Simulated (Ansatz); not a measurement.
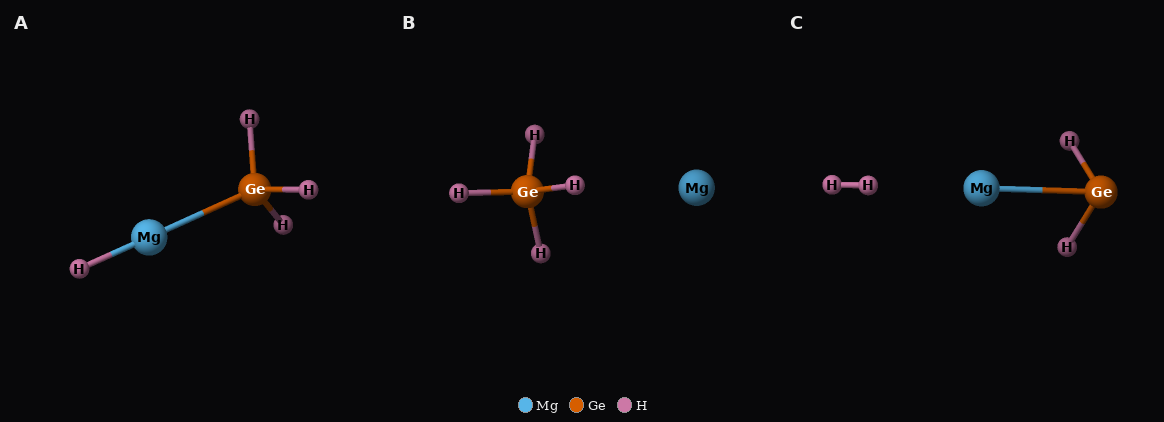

3 stationary structures of one formula. Geometries: PBE-D4/def2-SVP. Electronic energies: PBE-D4/def2-SVP (Ansatz 0.2.0), without zero-point energy. No frequency run is at hand to confirm each as a minimum.

> Which is lowest in energy, and by how much?

A is lowest (C3v); B lies 0.196 eV above it, C lies 1.126 eV above it.
